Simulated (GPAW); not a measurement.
# LiF (Griceite): G0W0 with GPAW, start to end, part 2 of 2

How does a plane-wave GW calculation on LiF (Griceite) run from the first input to the gap?

GPAW 26.7.0; PBE and many-body steps on it, plane waves. Known limits of the many-body steps: not at the basis limit.

So far. Step 3 (Bands along the symmetry lines): The gap is 9.068 eV, −0.002 eV from the run before at this level. Step 4 (Empty states on the mesh, 8×8×8 mesh, 95 bands): On this mesh the gap is 9.070 eV.

### 5. Screening and self-energy, 8×8×8 mesh, 85 bands, screening to 175 eV

Now the one-shot GW correction: screening in the RPA, then the self-energy of the levels asked for.

This step: G0W0 on PBE, plane waves, PAW.

run.py reads:

```python
import json
import numpy as np
from gpaw.mpi import world
from gpaw.response.g0w0 import G0W0

gw = G0W0('full.gpw',
    filename='gw',
    kpts=[0],
    bands=(2, 6),
    ecut=175,
    nbands=85,
    integrate_gamma='WS',
    ppa=True)
gw.calculate()
res = {mode: {k: v for k, v in r.items() if k != 'sigma_eskwn'}
       for mode, r in gw.all_results.items()}

if world.rank == 0:
    with open('result.json', 'w') as f:
        json.dump(res, f, default=lambda x: x.tolist())
```

On the command line:

```console
$ mpirun -n 4 gpaw python run.py
```

Numbers of over 12 decimals in the logs are rounded to 6 here.

The log of the run:

```text
Using integrator: PointIntegrator
FrequencyGridDescriptor(from 0.000+0.000j to 0.000+27.211j eV, 2 points)
Nonperiodic BCs:  [False False False]
Using integrator: PointIntegrator
FrequencyGridDescriptor(from 0.000+0.000j to 0.000+27.211j eV, 2 points)
Nonperiodic BCs:  [False False False]
  ___  _ _ _
 |   || | | |
 | | || | | |
 |__ ||_____|
 |___|

BZ k-points: Symmetries present (total): 48

  [... matrices ...]
512 k-points: 8 x 8 x 8 Monkhorst-Pack grid + [1/16,1/16,1/16]
29 k-points in the irreducible part of the Brillouin zone
       k-points in crystal coordinates                weights
   0:     0.00000000    0.00000000    0.00000000          1/512
   1:     0.12500000    0.12500000    0.00000000          6/512
   2:     0.12500000    0.12500000    0.12500000          8/512
   3:     0.25000000    0.12500000    0.12500000         12/512
   4:     0.25000000    0.25000000    0.00000000          6/512
   5:     0.25000000    0.25000000    0.12500000         24/512
   6:     0.25000000    0.25000000    0.25000000          8/512
   7:     0.37500000    0.25000000   -0.37500000         24/512
   8:     0.37500000    0.25000000    0.12500000         24/512
   9:     0.37500000    0.25000000    0.25000000         24/512
          ...
  28:     0.50000000    0.50000000    0.50000000          4/512

Distributing spins, k-points and bands (1 x 1 x 4) over 4 processes
Number of blocks: 1

Quasi particle states:
k-points (IBZ indices): [0]
Band range: (2, 6)
  [... matrices ...]
Computational parameters:
Plane wave cut-off: 175 eV
Number of bands: 85
Coulomb cutoff: None
Broadening: 0.1 eV

fxc modes: GW
Kernel: RPA
Using Godby-Needs plasmon-pole approximation:
  Fitting energy: i*E0, E0 = 1.000 Hartree
Summing all q:

Calculating screened Coulomb potential
No Coulomb truncation
FrequencyGridDescriptor(from 0.000+0.000j to 0.000+27.211j eV, 2 points)
Removing empty qpoint cache files...

Calculating chi0 body with:
    Ground state adapter containing:
    Number of spins: 1
    Number of kpoints: 512
    Number of irreducible kpoints: 29
    Number of completely occupied states: 4
    Number of partially occupied states: 4
    Occupied states memory: 0.35595703125 M / cpu

    Linear response parametrization:
    q_c: [0.0, 0.0, 0.0]
    Number of frequency points: 2
    Planewave cutoff: 175.0
    Number of bands: 85
    Number of planewaves: 65
    Broadening (eta): 1e-06
    comm.size: 4
    kncomm.size: 4
    blockcomm.size: 1

    Memory estimate of potentially large arrays:
        chi0_wGG: 0.128937 M / cpu
Integrating chi0 body.

Symmetries of q_c:
    Direct symmetries (Uq -> q): 48
    Indirect symmetries (TUq -> q): 0
In total 48 allowed symmetries.

  [... matrices ...]
29 groups of equivalent kpoints. 94.3359375% reduction.

Integral kind: response function
Integrating chi0 head and wings.

Symmetries of q_c:
    Direct symmetries (Uq -> q): 48
    Indirect symmetries (TUq -> q): 0
In total 48 allowed symmetries.

  [... matrices ...]
29 groups of equivalent kpoints. 94.3359375% reduction.

Integral kind: response function wings

Calculating chi0 body with:
    Ground state adapter containing:
    Number of spins: 1
    Number of kpoints: 512
    Number of irreducible kpoints: 29
    Number of completely occupied states: 4
    Number of partially occupied states: 4
    Occupied states memory: 0.35595703125 M / cpu

[... the further q-points ...]

Results:
f:      Occupation numbers
eps:     KS-eigenvalues [eV]
vxc:     KS vxc [eV]
exx:     Exact exchange [eV]
sigma:   Self-energies [eV]
dsigma:  Self-energy derivatives
Z:       Renormalization factors
qp:      QP-energies [eV]

k-point 0 (0): (0.000, 0.000, 0.000)                GW
band       f     eps     vxc     exx   sigma  dsigma       Z      qp
                                                                   GW
   2   1.000  -0.676 -24.228 -31.855   4.521  -0.221   0.819  -3.220
   3   1.000  -0.676 -24.228 -31.855   4.521  -0.221   0.819  -3.220
   4   0.000   8.393 -12.400  -7.510  -2.997  -0.122   0.891  10.081
   5   0.000  23.528  -9.361  -2.968  -3.826  -0.145   0.873  25.769
```

Run time: 2 min. Hardware: 4 MPI ranks of Arm Neoverse V1, shared host; peak memory 1.1 GiB.

Numbers from this step:

| Quantity | Value |
| --- | --- |
| G0W0 gap on the points computed | 13.30 eV |
| least direct G0W0 gap on the computed points | 13.30 eV |
| Z at the valence top | 0.8192 |
| Z at the conduction bottom | 0.8912 |
| starting gap on the mesh | 9.070 eV |
| k of the valence top | 0, 0, 0 |
| k of the conduction bottom | 0, 0, 0 |

The gap on the mesh goes from 9.07 eV to 13.30 eV, a correction of +4.23 eV.

Limits: finite bands, cutoff and mesh. v1 is the top filled band, c1 the lowest empty one. Levels before and after the correction, in eV, zero at the valence-band top of each column:

|  | conduction bottom | valence top |
| --- | --- | --- |
| Kohn-Sham | 9.07 | 0.00 |
| G0W0 | 13.30 | 0.00 |

|  | level | energy (eV) |
| --- | --- | --- |
| Kohn-Sham | Γ v2-v1 | 0.000 |
| Kohn-Sham | Γ c1 | 9.070 |
| Kohn-Sham | Γ c2 | 24.204 |
| G0W0 | Γ v2-v1 | 0.000 |
| G0W0 | Γ c1 | 13.301 |
| G0W0 | Γ c2 | 28.989 |

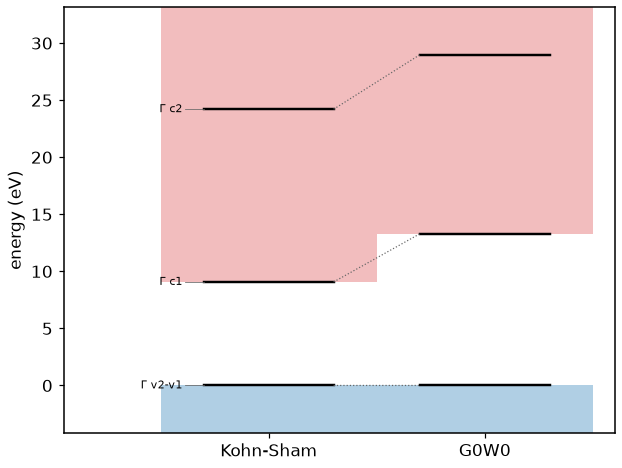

Levels before and after the correction. Shaded: valence and conduction bands.

### 6. Where the time went

Times are wall times on 4 MPI ranks of Arm Neoverse V1, shared host, good to a factor of about two.

| step | time | share | memory (GiB) |
| --- | --- | --- | --- |
| ground state | 5.7 s | 4 % | 0.58 |
| bands along the symmetry lines | 5 s | 4 % | 0.6 |
| empty states on the mesh | 6.7 s | 5 % | 0.74 |
| screening and self-energy | 2 min | 88 % | 1.1 |

### 7. Results

```json
{
 "PBE gap": "9.07 eV, indirect (only 2 meV under the direct gap)",
 "G0W0 gap on the mesh": "13.30 eV",
 "GW settings": "8×8×8 mesh, 85 bands, screening to 175 eV, Godby-Needs plasmon pole",
 "known limits": "not at the basis limit"
}
```

G0W0 moves the gap on the mesh from 9.07 eV to 13.30 eV (+4.23 eV), with Z of 0.82 and 0.89 at the edges. Only 1 of the mesh's irreducible points was corrected, so a valley elsewhere could overtake. The dearest step here is «screening and self-energy». Bands and cutoff are finite, so the gap is not at the basis limit. The miss can reach some tenths of an eV and take either sign; the mesh is an error of its own. These stock PAW sets were not made for GW. In the G0W0 run levels were corrected at 1 k point alone, so a gap called «on the mesh» is the least over those, and an edge elsewhere would be missed.

[Paths, hosts, dates, memory and timing lines, banners, echoed tables and standing remarks are left out of the program output.]

[Logs are printed without paths, hosts, clocks, repeated set-up lines and the standing remarks that a program may print on its own settings, such as how far it seeks lower states.]

[Runs of the session that timed out or met a known fault of the program may be left out.]

[Hosts, paths, dates, database ids (printed as entryN), source tags and the programs' standing remarks are cut or masked in the printed files.]
